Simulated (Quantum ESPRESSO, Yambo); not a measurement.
**MoS2 (P6_3/mmc): G0W0 in Yambo against the screening cutoff**

How does the gap of MoS2 (P6_3/mmc) converge in the screening cutoff?

Main program and level: Yambo 5.3.0; PBE and many-body steps on it, plane waves.

The database entry behind the starting cell differs from later determinations by our own check (about 0.3 % long), so it need not match the best structure at ambient conditions.

**1. Set-up**

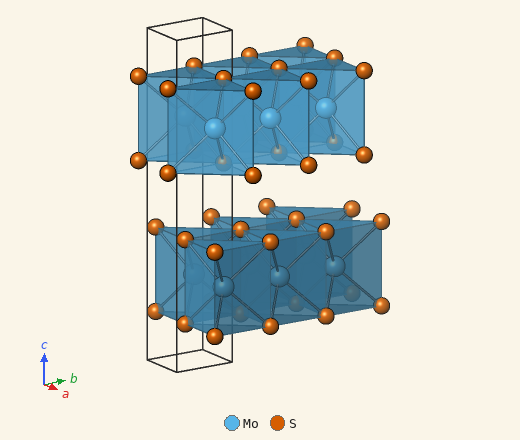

The starting structure, seen slightly off an axis (molybdenum blue, sulfur orange). 2×3×1 cells are drawn. Some periodic images of atoms are drawn too.

Structure file:

```xyz
6
Lattice="3.1690 0.0000 0.0000 -1.5845 2.7444 0.0000 0.0000 0.0000 12.3240" Properties=species:S:1:pos:R:3 pbc="T T T"
Mo    0.0000    1.8296    3.0810
Mo    1.5845    0.9148    9.2430
S     0.0000    1.8296    7.6779
S     1.5845    0.9148    1.5159
S     0.0000    1.8296   10.8081
S     1.5845    0.9148    4.6461
```

The cell and positions come from the Crystallography Open Database and are kept as given unless a step says otherwise.

**2. 1.5 Ha**

This step: Yambo 5.3.0; G0W0 on PBE, plane waves, norm-conserving pseudopotentials.

Now the one-shot GW correction: screening in the RPA, then the self-energy of the levels asked for.

gw7.in

```
HF_and_locXC
gw0
dyson
ppa
em1d
rim_cut
RandQpts= 1000000
RandGvec= 1 RL
EXXRLvcs= 72 Ry
VXCRLvcs= 288 Ry
Chimod= "HARTREE"
% BndsRnXp
 1 | 106 |
%
NGsBlkXp= 3 Ry
% LongDrXp
 1 | 1 | 1 |
%
% GbndRnge
 1 | 106 |
%
DysSolver= "n"
ExtendOut
PPAPntXp= 27.21138 eV
% QPkrange
 1 | 1 | 25 | 28 |
 9 | 9 | 25 | 28 |
 13 | 13 | 25 | 28 |
%
```

Command:

```
OMP_NUM_THREADS=2 mpirun -n 4 yambo -F gw7.in -J gw7 -C gw7 > gw7.log
```

The program printed:

```text
 Yambo, version 5.3.0

 [02] CORE Variables Setup
 =========================

  [... cell, symmetries and grids as in the set-up ...]

  [02.05] Energies & Occupations
  ==============================

  [X] === General ===
  [X] Electronic Temperature                        :  0.000000  0.000000 [eV K]
  [X] Bosonic    Temperature                        :  0.000000  0.000000 [eV K]
  [X] Finite Temperature mode                       : no
  [X] El. density                                   :  0.48515E+24 [cm-3]
  [X] Fermi Level                                   :  10.99216 [eV]

  [X] === Gaps and Widths ===
  [X] Conduction Band Min                           :  0.888808 [eV]
  [X] Valence Band Max                              :  0.000000 [eV]
  [X] Filled Bands                                  :  26
  [X] Empty Bands                                   :    27   345
  [X] Direct Gap                                    :  1.653898 [eV]
  [X] Direct Gap localized at k                     :  13
  [X] Indirect Gap                                  :  0.888808 [eV]
  [X] Indirect Gap between kpts                     :   1   9
  [X] Last valence band width                       :  1.613810 [eV]
  [X] 1st conduction band width                     :  1.216218 [eV]

 [03] Transferred momenta grid and indexing
 ==========================================

 IBZ Q-points                                      :  14
 BZ  Q-points                                      :   72

 K/Q-points units:
 rlu = crystal or reduced units; cc = cartesian coordinates; iku = interal k-units

 Q [ 1]         [rlu]:  0.000000  0.000000  0.000000
 Q [ 2]         [rlu]:  0.000000  0.000000 -0.500000
 Q [ 3]         [rlu]: -0.39822E-17  0.16667       0.0000
 Q [ 4]         [rlu]: -0.39822E-17  0.16667     -0.50000
 Q [ 5]         [rlu]: -0.79644E-17  0.33333       0.0000
 Q [ 6]         [rlu]: -0.79644E-17  0.33333     -0.50000
 Q [ 7]         [rlu]:  0.11947E-16 -0.50000       0.0000
 Q [ 8]         [rlu]:  0.11947E-16 -0.50000     -0.50000
 Q [ 9]         [rlu]:  0.166667  0.166667  0.000000
 Q [10]         [rlu]:  0.166667  0.166667 -0.500000
 Q [11]         [rlu]:  0.166667  0.333333  0.000000
 Q [12]         [rlu]:  0.166667  0.333333 -0.500000
 Q [13]         [rlu]:  0.333333  0.333333  0.000000
 Q [14]         [rlu]:  0.333333  0.333333 -0.500000

 [04] Coloumb potential Random Integration (RIM)
 ===============================================

  [04.01] RIM initialization
  ==========================

  * Diagonal components only detected *

  8 x (sBL volume)        :  0.038104 [a.u.]
  sBZ random points       :  1000000
  Points outside the sBZ  :   7994252
  RL volume               :  0.342938 [a.u.]
  Integrated volume       :  0.343185 [a.u.]

  [04.02] RIM integrals
  =====================

  Gamma point sphere radius             :  0.061039 [a.u.]
  Points outside the sphere             :   799440
  [Int_sBZ(q=0) 1/q^2]*(Vol_sBZ)^(-1/3) =:  7.614149
                                 should be <:  7.795600

  Summary of Coulomb integrals for non-metallic bands |Q|[au] RIM/Bare

  Q [1] 0.100000E-4 0.976724 * Q [2] 0.134896 0.909773
  Q [3] 0.201919 1.106674 * Q [4] 0.242834 1.050517
  Q [9] 0.349734 1.035767 * Q [10] 0.374847 1.026735
  Q [5] 0.403838 1.026483 * Q [6] 0.425772 1.021260
  Q [11] 0.534227 1.015464 * Q [12] 0.550995 1.013641
  Q [7] 0.605757 1.012041 * Q [8] 0.620595 1.010959
  Q [13] 0.699467 1.009340 * Q [14] 0.712356 1.008709

 [WARNING] [Xp] User bands 1-106 break level degeneracy

 [05] Dipoles
 ============

  [05.01] Setup: observables and procedures
  =========================================

  [WARNING] [x,Vnl] slows the Dipoles computation. To neglect it rename the ns.kb_pp file

 [06] Dynamic Dielectric Matrix (PPA)
 ====================================

 [WR./gw7//ndb.pp]---------------------------------------------------------------
  Brillouin Zone Q/K grids (IBZ/BZ)                :   14   72   14   72
  RL vectors                                       :   9289 [WF]
  Coulomb cutoff potential                         : none
  Electronic Temperature                           :  0.000000 [K]
  Bosonic    Temperature                           :  0.000000 [K]
  PPA    diel. fun.  energies                      : Perdew, Burke & Ernzerhof(X)+Perdew, Burke & Ernzerhof(C)
  wavefunctions                                    : Perdew, Burke & Ernzerhof(X)+Perdew, Burke & Ernzerhof(C)
  Global Gauge                                     : length
  X matrix size                                    :   79
  X band range                                     :    1  106
  X e/h energy range                               : -1.000000 -1.000000 [eV]
  X Time ordering                                  : R
  X Hxc Kernel                                     : HARTREE
  X Drude frequency                                :  0.000000  0.000000
  X poles                                          :  100.0000 [o/o]
  RL vectors in the sum                            :   9289
  [r,Vnl] included                                 : yes
  Field direction                                  :  0.577350E-5  0.577350E-5  0.577350E-5
  BZ energy Double Grid                            : no
  BZ energy DbGd points                            : 0
  BZ Q point size factor                           : -1.000000
  X Optical Averaged directions                    : none

 [07] Local Exchange-Correlation + Non-Local Fock
 ================================================

 [VXC] Plane waves :   59645
 [EXS] Plane waves :   7461

 QP @ state[ 1 ] K range:  1  1
 QP @ state[ 1 ] b range:  25  28
 QP @ state[ 2 ] K range:   9   9
 QP @ state[ 2 ] b range:  25  28
 QP @ state[ 3 ] K range:  13  13
 QP @ state[ 3 ] b range:  25  28

 [xc] Functional : Perdew, Burke & Ernzerhof(X)+Perdew, Burke & Ernzerhof(C)
 [xc] LIBXC used to calculate xc functional
  PP Number of Atomic Species                      :  2
  NLCC RL compoments                               :   59645
  PP Number of Atomic Species                      :  2
  NLCC RL compoments                               :   59645

 [xc] E_xc :  -24.88331 [Ha]
      E_xc :  -49.76663 [Ry]

  Local XC kind (lXC) : Perdew, Burke & Ernzerhof(X)+Perdew, Burke & Ernzerhof(C)
  Non-Local XC kind (nlXC) : Hartree-Fock

  Corrections @ K [1] :  [eV]
 <25|nlXC|25> = -16.53593 -0.41504E-17 <25|lXC|25> = -15.41329 -0.37763E-15
 <26|nlXC|26> = -16.96836  0.70008E-17 <26|lXC|26> = -16.39175 -0.75527E-15
 <27|nlXC|27> = -11.21797 -0.18955E-17 <27|lXC|27> = -15.68152 -0.56645E-15
 <28|nlXC|28> = -11.21809 -0.24190E-18 <28|lXC|28> = -15.68152  0.000000

  Corrections @ K [9] :  [eV]
 <25|nlXC|25> = -17.37658 -0.14941E-16 <25|lXC|25> = -16.02372 -0.18882E-15
 <26|nlXC|26> = -17.45280  0.10935E-16 <26|lXC|26> = -16.15519  0.94408E-16
[...]
Corrections @ K [13] :  [eV]
[...]
<26|nlXC|26> = -16.95866 -0.17308E-17 <26|lXC|26> = -16.51729 -0.18882E-15
 <27|nlXC|27> = -13.42782 -0.13359E-17 <27|lXC|27> = -17.61132  0.18882E-15
 <28|nlXC|28> = -13.42782  0.22257E-18 <28|lXC|28> = -17.61132  0.18882E-15

 [08] Dyson equation: Newton solver
 ==================================

  [08.01] G0W0 (W PPA)
  ====================

  [  GW  ] Bands range     :    1  106
  [GW/PPA] G damping       :  0.100000 [eV]

  QP @ state[ 1 ] K range:  1  1
  QP @ state[ 1 ] b range:  25  28
  QP @ state[ 2 ] K range:   9   9
  QP @ state[ 2 ] b range:  25  28
  QP @ state[ 3 ] K range:  13  13
  QP @ state[ 3 ] b range:  25  28

   Sc/G bands                                       :    1  106
   Sc/G damping                                     :  0.100000 ev
   Sc bands terminator                              : no
   Sx RL components                                 :   7461

   QP @ state[ 1 ] K range                          :  1  1
   QP @ state[ 1 ] b range                          :  25  28
   QP @ state[ 2 ] K range                          :   9   9
   QP @ state[ 2 ] b range                          :  25  28
   QP @ state[ 3 ] K range                          :  13  13
   QP @ state[ 3 ] b range                          :  25  28
   GF energies kind                                 : Perdew, Burke & Ernzerhof(X)+Perdew, Burke & Ernzerhof(C)
   GF WF`s kind                                     : Perdew, Burke & Ernzerhof(X)+Perdew, Burke & Ernzerhof(C)
   Xs energies kind                                 : Perdew, Burke & Ernzerhof(X)+Perdew, Burke & Ernzerhof(C)
   Xs WF`s kind                                     : Perdew, Burke & Ernzerhof(X)+Perdew, Burke & Ernzerhof(C)

 [11] Game Over & Game summary
```

Elapsed: 2.7 min, on 4 MPI ranks of Arm Neoverse V1, shared host; peak memory 3.6 GiB.

This step gave:

```
G0W0 gap on the points computed              : 1.160 eV
starting gap on the mesh                     : 0.8888 eV
k of the valence top                         : 0, 0, 0
k of the conduction bottom                   : 0.1667, 0.1667, 0
least direct G0W0 gap on the computed points : 2.210 eV
Z at the valence top                         : 0.7902
Z at the conduction bottom                   : 0.7967
```

The gap on the mesh goes from 0.89 eV to 1.16 eV, a correction of +0.27 eV.

**3. 2.5 Ha**

gw8.in, as its differences from gw7.in of step 2:

```diff
@@ -14,3 +14,3 @@
 %
-NGsBlkXp= 3 Ry
+NGsBlkXp= 5 Ry
 % LongDrXp
```

Command:

```
OMP_NUM_THREADS=2 mpirun -n 4 yambo -F gw8.in -J gw8 -C gw8 > gw8.log
```

The program printed:

```text
 Yambo, version 5.3.0

 [02] CORE Variables Setup
 =========================

  [... cell, symmetries and grids as in the set-up ...]

  [02.05] Energies & Occupations
  ==============================

  [X] === General ===
  [X] Electronic Temperature                        :  0.000000  0.000000 [eV K]
  [X] Bosonic    Temperature                        :  0.000000  0.000000 [eV K]
  [X] Finite Temperature mode                       : no
  [X] El. density                                   :  0.48515E+24 [cm-3]
  [X] Fermi Level                                   :  10.99216 [eV]

  [X] === Gaps and Widths ===
  [X] Conduction Band Min                           :  0.888808 [eV]
  [X] Valence Band Max                              :  0.000000 [eV]
  [X] Filled Bands                                  :  26
  [X] Empty Bands                                   :    27   345
  [X] Direct Gap                                    :  1.653898 [eV]
  [X] Direct Gap localized at k                     :  13
  [X] Indirect Gap                                  :  0.888808 [eV]
  [X] Indirect Gap between kpts                     :   1   9
  [X] Last valence band width                       :  1.613810 [eV]
  [X] 1st conduction band width                     :  1.216218 [eV]

 [03] Transferred momenta grid and indexing
 ==========================================

 IBZ Q-points                                      :  14
 BZ  Q-points                                      :   72

 K/Q-points units:
 rlu = crystal or reduced units; cc = cartesian coordinates; iku = interal k-units

 Q [ 1]         [rlu]:  0.000000  0.000000  0.000000
 Q [ 2]         [rlu]:  0.000000  0.000000 -0.500000
 Q [ 3]         [rlu]: -0.39822E-17  0.16667       0.0000
[...]
Local XC kind (lXC) : Perdew, Burke & Ernzerhof(X)+Perdew, Burke & Ernzerhof(C)
  Non-Local XC kind (nlXC) : Hartree-Fock

  Corrections @ K [1] :  [eV]
 <25|nlXC|25> = -16.53593 -0.41504E-17 <25|lXC|25> = -15.41329 -0.37763E-15
 <26|nlXC|26> = -16.96836  0.70008E-17 <26|lXC|26> = -16.39175 -0.75527E-15
 <27|nlXC|27> = -11.21797 -0.18955E-17 <27|lXC|27> = -15.68152 -0.56645E-15
[...]
Corrections @ K [9] :  [eV]
[...]
Corrections @ K [13] :  [eV]
[...]
<27|nlXC|27> = -13.42782 -0.13359E-17 <27|lXC|27> = -17.61132  0.18882E-15
 <28|nlXC|28> = -13.42782  0.22257E-18 <28|lXC|28> = -17.61132  0.18882E-15

 [08] Dyson equation: Newton solver
 ==================================

  [08.01] G0W0 (W PPA)
  ====================

  [  GW  ] Bands range     :    1  106
  [GW/PPA] G damping       :  0.100000 [eV]

  QP @ state[ 1 ] K range:  1  1
  QP @ state[ 1 ] b range:  25  28
  QP @ state[ 2 ] K range:   9   9
  QP @ state[ 2 ] b range:  25  28
  QP @ state[ 3 ] K range:  13  13
  QP @ state[ 3 ] b range:  25  28

   Sc/G bands                                       :    1  106
   Sc/G damping                                     :  0.100000 ev
   Sc bands terminator                              : no
   Sx RL components                                 :   7461

   QP @ state[ 1 ] K range                          :  1  1
   QP @ state[ 1 ] b range                          :  25  28
   QP @ state[ 2 ] K range                          :   9   9
   QP @ state[ 2 ] b range                          :  25  28
   QP @ state[ 3 ] K range                          :  13  13
   QP @ state[ 3 ] b range                          :  25  28
   GF energies kind                                 : Perdew, Burke & Ernzerhof(X)+Perdew, Burke & Ernzerhof(C)
   GF WF`s kind                                     : Perdew, Burke & Ernzerhof(X)+Perdew, Burke & Ernzerhof(C)
   Xs energies kind                                 : Perdew, Burke & Ernzerhof(X)+Perdew, Burke & Ernzerhof(C)
   Xs WF`s kind                                     : Perdew, Burke & Ernzerhof(X)+Perdew, Burke & Ernzerhof(C)

 [11] Game Over & Game summary
```

Run time: 2.9 min. Hardware: 4 MPI ranks; peak memory 3.6 GiB.

Numbers from this step:

```
G0W0 gap on the points computed              : 1.177 eV
starting gap on the mesh                     : 0.8888 eV
k of the valence top                         : 0, 0, 0
k of the conduction bottom                   : 0.1667, 0.1667, 0
least direct G0W0 gap on the computed points : 2.221 eV
Z at the valence top                         : 0.7865
Z at the conduction bottom                   : 0.7936
```

Against the run before, the gap moves by +0.018 eV.

(Part 1 of 2 ends here.)

[Paths, hosts, dates, memory and timing lines, banners, echoed tables and standing remarks are left out of the program output.]

[Logs are printed without paths, hosts, clocks, repeated set-up lines and the standing remarks that a program may print on its own settings, such as how far it seeks lower states.]

[Runs of the session that timed out or met a known fault of the program may be left out.]

[Hosts, paths, dates, database ids (printed as entryN), source tags and the programs' standing remarks are cut or masked in the printed files.]
